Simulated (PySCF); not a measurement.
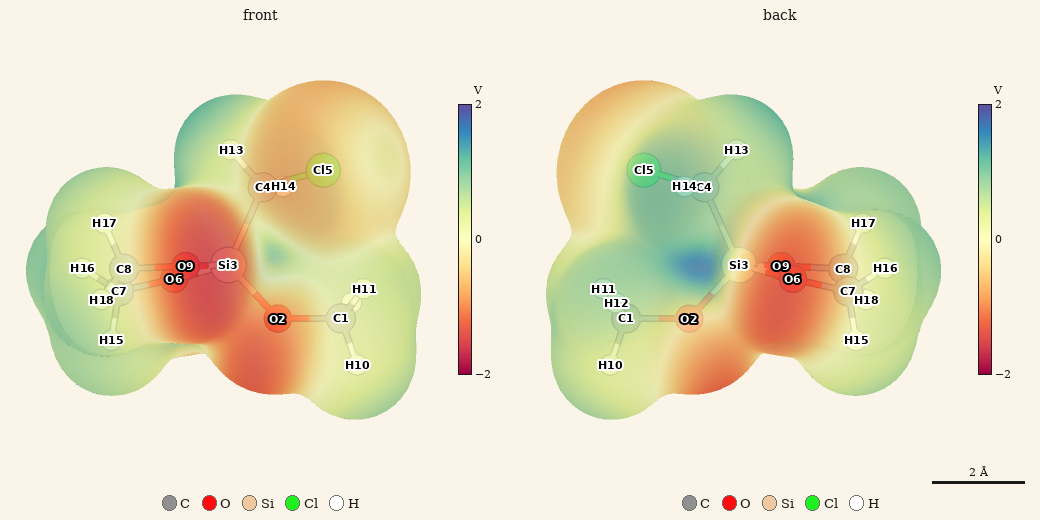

*C4H9ClO3Si (SMILES CO[Si]1(CCl)OCCO1). The electrostatic potential painted on the density surface at 0.002 e/bohr³, seen from the front and from behind; the colour scale runs from red (negative) to blue (positive).*

Geometry: GFN2-xTB.

These are results of PBE0/pcSseg-1, SCF density, gas phase, non-relativistic in PySCF 2.14.0, not measurements.

Input

```
{"job": {"kind": "nmr", "xc": "PBE0", "basis": "pcSseg-1"}, "charge": 0, "multiplicity": 1}
C      2.653957    -0.763410     0.616389
O      1.255343    -0.835992     0.704882
Si     0.106859     0.028422    -0.013560
C      0.785328     1.445932    -1.102512
Cl     1.930657     2.445014    -0.173781
O     -0.912212    -0.876470    -0.927336
C     -2.174568    -0.974606    -0.328726
C     -2.279853     0.133186     0.739043
O     -0.981175     0.499729     1.109854
H      3.060797    -1.569117     1.226414
H      3.011403     0.196305     0.990023
H      2.983449    -0.885499    -0.416356
H      0.018654     2.125736    -1.468453
H      1.340640     1.064781    -1.956598
H     -2.263119    -1.962617     0.132245
H     -2.941464    -0.863727    -1.098030
H     -2.790500     1.010229     0.328314
H     -2.812956    -0.211579     1.626530
```

Command:

```sh
OMP_NUM_THREADS=1 python probes_run.py task.json out
```

### Describe the electrostatic potential map.

The most negative region (about −1.6 V, or −37 kcal/mol for a unit charge) lies over O9, the most positive (about +1.4 V, or +32 kcal/mol for a unit charge) over Si3. Cl5 shows a σ-hole: about +0.2 V at the tip opposite its bond, against about −0.5 V, or −12 kcal/mol for a unit charge on its flanks. O9 is the likeliest acceptor of a hydrogen bond.

### How polar is the molecule by this calculation?

Its dipole moment is 1.78 D.
